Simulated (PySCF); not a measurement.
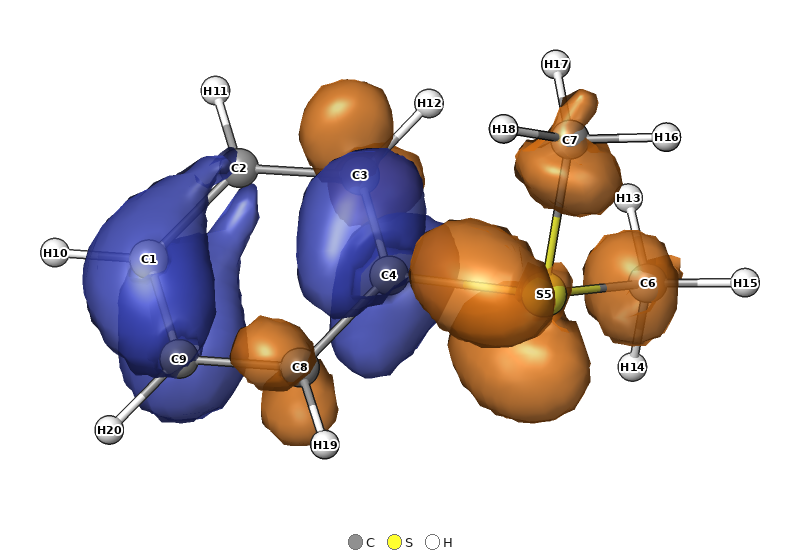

Figure 1: C$_{8}$H$_{11}$S, charge +1, SMILES `c1ccc([S+](C)C)cc1`. Unrelaxed difference density of S₂ less the ground state (full linear response singlet states), ±0.015 e/Å³; orange: gain, blue: loss.

Method: BHandHLYP/6-31G*; geometry: GFN2-xTB; program: PySCF. No frequency check shows the geometry to be a minimum. GFN2-xTB bond lengths at metals and heavier atoms can be off by up to 0.1 Å and shapes distorted, which carries into these values. Without diffuse functions Rydberg states are missing, so the states' numbers hold for this basis only.

Geometry (Å), atoms numbered from 1:

```
C1      -2.8962    0.2709    0.0001
C2      -2.0082    1.3360    0.0000
C3      -0.6425    1.1084    0.0004
C4      -0.1834   -0.1992    0.0004
S5       1.5745   -0.6086    0.0002
C6       2.1907    0.3779   -1.3903
C7       2.1912    0.3778    1.3896
C8      -1.0607   -1.2741   -0.0002
C9      -2.4243   -1.0321    0.0000
H10     -3.9581    0.4593   -0.0002
H11     -2.3757    2.3499   -0.0010
H12      0.0337    1.9496    0.0012
H13      1.8952    1.4174   -1.2940
H14      1.7816   -0.0433   -2.3045
H15      3.2734    0.2910   -1.4085
H16      3.2740    0.2908    1.4073
H17      1.8957    1.4173    1.2935
H18      1.7826   -0.0435    2.3039
H19     -0.6806   -2.2835   -0.0009
H20     -3.1132   -1.8615   -0.0001
```

### How does the charge move on excitation?

0.35 e is displaced in all, of which about 0.3 e passes between atoms: C4 (0.08 e) and C1 (0.08 e) lose electrons and S5 (0.12 e) gains them. The state: 6.01 eV (206 nm), f = 0.094; the leading pair carries 80 %; hole on C1 (21 %), C4 (20 %) and C9 (17 %), electron on S5 (15 %), C3 (14 %) and C1 (13 %) (shares are of the whole state, not of the leading pair alone); their centroids lie 0.8 Å apart.
